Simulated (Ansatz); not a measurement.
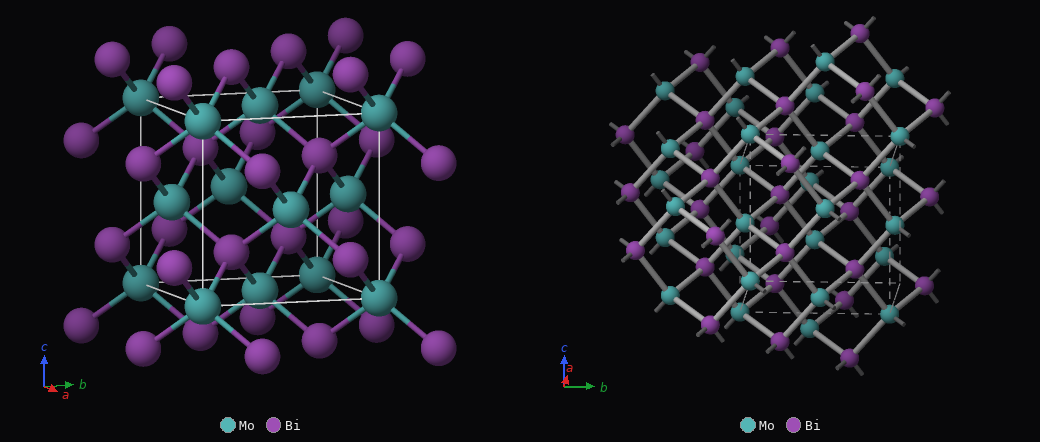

Left: the structure. Right: its underlying net. Nodes are coloured by element. Short stubs are edges that leave the cut-out.

BiMo (space group F-43m, No. 216). Coordinates: coordinates from a relaxation with Ansatz 0.2.0, DFT, PBE, PAW with Ansatz's default frozen-core files, scalar-relativistic; the starting structure was generated, so it need not be a known form of this composition.

Bonds are taken as Bi–Mo below 3.1 Å; no other contact counts. The graph is simplified in the usual way: terminal and isolated atoms are pruned, two-connected atoms become edges.

The result is a uninodal 4-connected, three-periodic net: Mo and Bi are 4-connected nodes. It is the dia net, known from diamond, zinc blende and cristobalite. It is a single net, without interpenetration.

| node | links | point symbol | coordination sequence |
| --- | --- | --- | --- |
| Mo and Bi | 4 | 6⁶ | 4 12 24 42 |
